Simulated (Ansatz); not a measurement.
**Frequency calculation, with input and output: Si2H7F**

System: Si2H7F.
Method: RHF/cc-pVDZ (Ansatz 0.2.0).

It belongs to a series of runs on one base structure; here: vibrations at the highest image of the band. Figures and captions count atoms from 1; the log counts them from 0 in places.

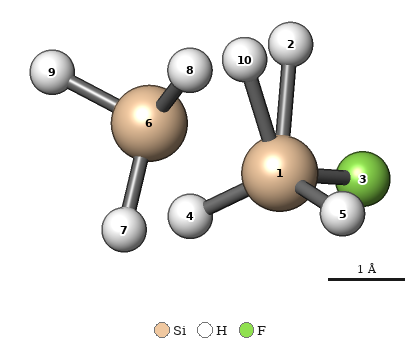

**Figure 1.** The structure (ball-and-stick view, seen at a tilt; atoms are numbered from 1 in the order of the input). Bond lengths as drawn: F–Si 1.66 Å and H–Si 1.47 to 1.71 Å.

Input file
```yaml
crystal:
  periodic: [false, false, false]
  atoms:
    - { symbol: Si, position_ang: [-0.119953, -0.102895, -0.027265] }
    - { symbol: H, position_ang: [0.347739, 0.386327, 1.547406] }
    - { symbol: F, position_ang: [1.50508, -0.079641, -0.350261] }
    - { symbol: H, position_ang: [-0.558613, 1.01011, -0.879337] }
    - { symbol: H, position_ang: [-0.376427, -1.545053, -0.131761] }
    - { symbol: Si, position_ang: [-2.592472, 0.018541, 0.991957] }
    - { symbol: H, position_ang: [-3.300706, -0.39419, -0.257971] }
    - { symbol: H, position_ang: [-2.964131, -0.957212, 2.062694] }
    - { symbol: H, position_ang: [-3.127752, 1.356793, 1.391205] }
    - { symbol: H, position_ang: [-0.587062, 0.307223, 1.497433] }
basis:
  gaussian: { orbitals: cc-pVDZ }
hamiltonian:
  xc: hf
phonons: {}
```

Run on 1 thread of Intel Xeon (Granite Rapids), 32 GiB of memory available, shared host.

Launched with:
```bash
ansatz run input.yaml --threads 1 --pin off --max-ram 2048MiB --backend cpu --events-out ev --progress --plain --runs-dir out
```

Log
```
Engine: ansatz 0.2.0, x86_64-unknown-linux-gnu
Functional definition: HF
  exchange = exact_x
  correlation = 0
923 factors; integrals over basis functions are off by at most 3.7e-4 eV
mean field evaluation 1: about -18535.6866 eV, gradient 2.9e1 eV
mean field evaluation 2: about -18535.7394 eV, gradient 2.9e1 eV
mean field evaluation 4: about -18538.1242 eV, gradient 2.7e0 eV
mean field evaluation 8: about -18538.1675 eV, gradient 1.5e-1 eV
mean field -18538.16781947 eV, -681.2651017440 hartree, gradient 1.6e-5 eV, S^2 0.000000; 0 other end points of the search recorded, 0 dependent functions left out
the calculation of the forces begins
reference -18538.16781947 eV, -681.2651017440 hartree; 22, 22 occupied and 63, 63 virtual orbitals, 923 factors
these checks for a lower state are left out or cut short: stability, starts, cluster_reference, orbital_swaps, neighbouring_geometries, increment
923 factors; integrals over basis functions are off by at most 3.8e-4 eV
mean field evaluation 16: about -18538.1677 eV, gradient 9.2e-4 eV
mean field -18538.16772930 eV, -681.2650984303 hartree, gradient 3.0e-6 eV, S^2 0.000000; 0 other end points of the search recorded, 0 dependent functions left out
[... from here on the field's lines of each further geometry are left out, up to the last ...]
the calculation of the forces begins
reference -18538.16778528 eV, -681.2651004875 hartree; 22, 22 occupied and 63, 63 virtual orbitals, 923 factors
these checks for a lower state are left out or cut short: stability, starts, cluster_reference, orbital_swaps, neighbouring_geometries, increment
923 factors; integrals over basis functions are off by at most 3.7e-4 eV
mean field -18538.16778538 eV, -681.2651004912 hartree, gradient 1.1e-6 eV, S^2 0.000000; 0 other end points of the search recorded, 0 dependent functions left out
the calculation of the forces begins
reference -18538.16778538 eV, -681.2651004912 hartree; 22, 22 occupied and 63, 63 virtual orbitals, 923 factors
WARN: phonons: modes at or below zero, which the zero-point energy, F, S and C_V leave out: 1, the lowest at -1390.66 cm⁻¹. A minimum has none, and a first-order saddle one
Total energy: -18538.16781947 eV, -681.2651017440 hartree
Atom 0 at    -0.119953    -0.102895    -0.027265 Å, force    -0.000169     0.003219    -0.000047 eV/Å
Atom 1 at     0.347739     0.386327     1.547406 Å, force     0.000096     0.001322    -0.001179 eV/Å
Atom 2 at     1.505080    -0.079641    -0.350261 Å, force     0.001307    -0.002451     0.000018 eV/Å
Atom 3 at    -0.558613     1.010110    -0.879337 Å, force    -0.001396    -0.001563     0.002932 eV/Å
Atom 4 at    -0.376427    -1.545053    -0.131761 Å, force     0.001152    -0.000971    -0.001578 eV/Å
Atom 5 at    -2.592472     0.018541     0.991957 Å, force    -0.000423     0.001470    -0.000726 eV/Å
Atom 6 at    -3.300706    -0.394190    -0.257971 Å, force     0.000534    -0.000043     0.000204 eV/Å
Atom 7 at    -2.964131    -0.957212     2.062694 Å, force    -0.000011    -0.000711     0.000655 eV/Å
Atom 8 at    -3.127752     1.356793     1.391205 Å, force    -0.000283     0.000120    -0.000228 eV/Å
Atom 9 at    -0.587062     0.307223     1.497433 Å, force    -0.000807    -0.000392    -0.000052 eV/Å
Dipole moment:    -0.061878     0.040253     0.155334 e Å
Vibrations: -1390.66 124.99 161.79 200.09 300.88 401.62 446.86 625.83 791.20 830.31 929.10 949.55 1012.59 1015.26 1017.77 1196.57 1207.30 1942.27 2135.39 2256.62 2258.32 2267.74 2366.29 2409.66 cm⁻¹, zero-point energy 1.664365 eV
```

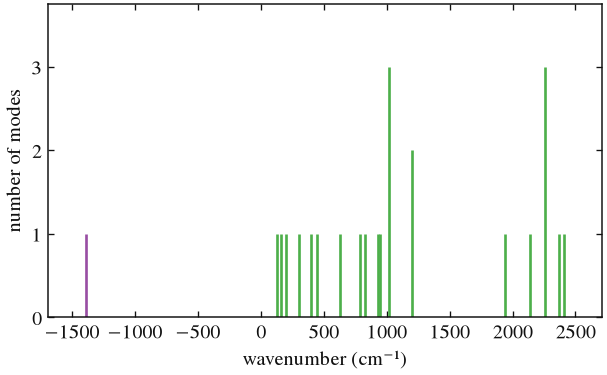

**Figure 2.** Harmonic vibrational wavenumbers from the force constants; neighbouring modes closer than 17 cm⁻¹ are counted in one stick, and imaginary ones are drawn at negative wavenumbers. 24 modes from 1391i to 2410 cm⁻¹, 1 imaginary beyond 8i (1391i cm⁻¹): a first-order saddle point, if the geometry is stationary.

Key numbers

```csv
quantity,value
outcome,converged
total energy,−18538.1678 eV
mean-field energy,−18538.1678 eV
largest force (length of the vector),0.004 eV/Å
wall time,49 s
peak memory,0.17 GiB
```
